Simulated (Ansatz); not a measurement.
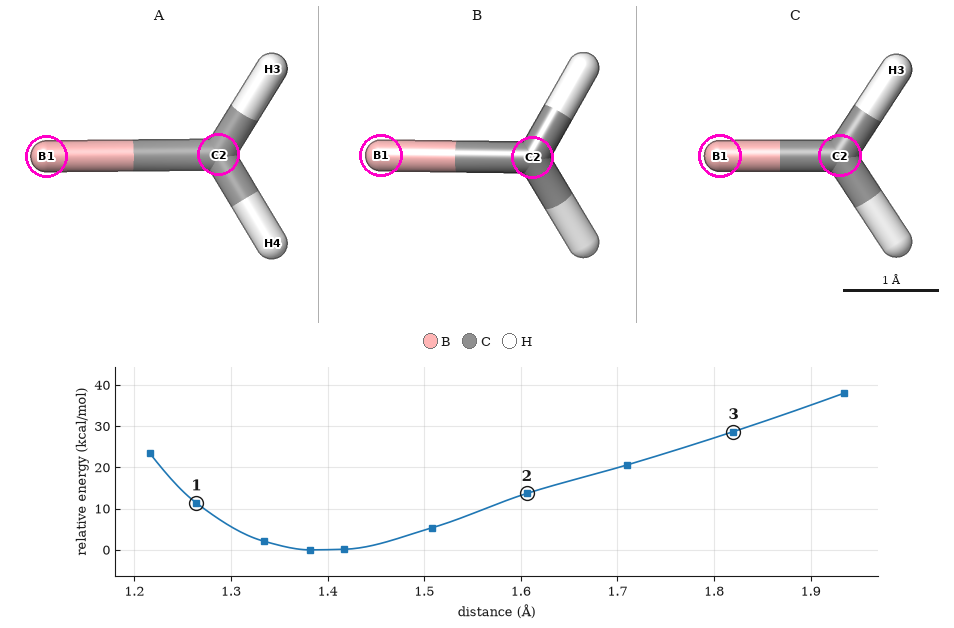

CH$_{2}$B (multiplicity 2): the B1–C2 distance is varied, with all other coordinates relaxed. The frames are shuffled; the numbered points of the plot belong to them. Style: stick. Shown face on. The ringed atoms are those of the scanned coordinate.

Single-point energies from Ansatz with CCSD(T) in the def2-TZVPP basis, on geometries relaxed under the constraint at PBE0-D4/def2-TZVP. Coupled cluster with a frozen core. Energies are counted from the PBE0-D4/def2-TZVP minimum geometry at the same level.

> Which frame belongs to which numbered point?

Point 1 is frame C (the distance 1.264 Å, 11.4 kcal/mol); 2 is frame B (the distance 1.606 Å, 13.7 kcal/mol); 3 is frame A (the distance 1.820 Å, 28.7 kcal/mol). Of the computed points the lowest is at the distance 1.382 Å, 0.0 kcal/mol. At the ends of the scan the energy is 23.4 kcal/mol (1.216 Å) and 38.0 kcal/mol (1.934 Å). The curvature at the lowest point is about 50 eV/Å² (8.1 mdyn/Å). The well is steeper on the short side, as for any bond. ⟨S²⟩ varies from 0.79 to 1.13, most between 1.417 Å and 1.508 Å, a sign that the unrestricted solution changes its character. The T1 diagnostic reaches 0.090, so the single-reference result is less sure there.
